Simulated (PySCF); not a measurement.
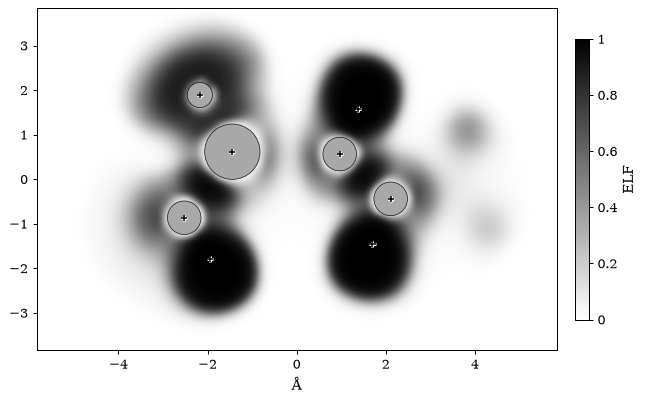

The ELF on a plane through atoms (crosses mark nuclei in the plane; grey discs cover the cores).

Computed with PBE0/pcSseg-1, SCF density, gas phase, non-relativistic in PySCF 2.14.0.

Candidates:
A. C₅H₆N₂O₂S (SMILES COC(=O)c1nnc(C)s1)
B. C₆H₁₃OP
C. C₄H₁₁NSi₂ (SMILES CN(C)[SiH2]C#C[SiH3])

Q: Which candidate gave the map?

A: Candidate B: C₆H₁₃OP on the plane of atoms C2, C3 and H14, which holds C, P, O and H. P–O (1.47 Å): the ELF peaks at about 0.80 between the atoms (a short, strongly polar bond). C–C (1.52 Å): the ELF peaks at about 0.95 between the atoms: a shared electron pair.
